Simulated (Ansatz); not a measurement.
CdS (zinc blende), conventional cell a = 5.8778 Å, b = 5.8778 Å, c = 5.8778 Å, α = 90.00°, β = 90.00°, γ = 90.00°. The calculation uses the primitive cell of 2 atoms, to which meshes and values per cell refer.

The volume is varied about the relaxed value V₀ at fixed cell shape. Symmetry pins the atoms to their sites.

These are r2SCAN (plane waves to 500 eV, PAW, scalar-relativistic; Ansatz, a program for electronic structure) values and carry that method's errors. k mesh 10×10×10 (Γ-centred), Fermi-Dirac smearing 0.05 eV. E stands for the smeared free energy. CdS was relaxed with its symmetry unable to fall. The zero of ΔE is the relaxed starting cell.

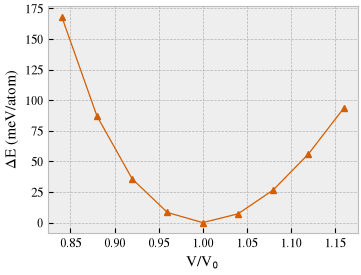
*ΔE (meV/atom) against V/V₀; computed points joined by lines.*

### Question
What is ΔE at V/V₀ = 1.160?

### Answer
About 94 meV/atom.

### Question
What is ΔE at V/V₀ = 0.840?

### Answer
About 170 meV/atom.

### Question
What bulk modulus B₀ follows from a third-order Birch-Murnaghan fit?

### Answer
About 60 GPa.

(A scan under strain: stresses follow from slopes of the energy per volume, elastic moduli from its curvatures.)
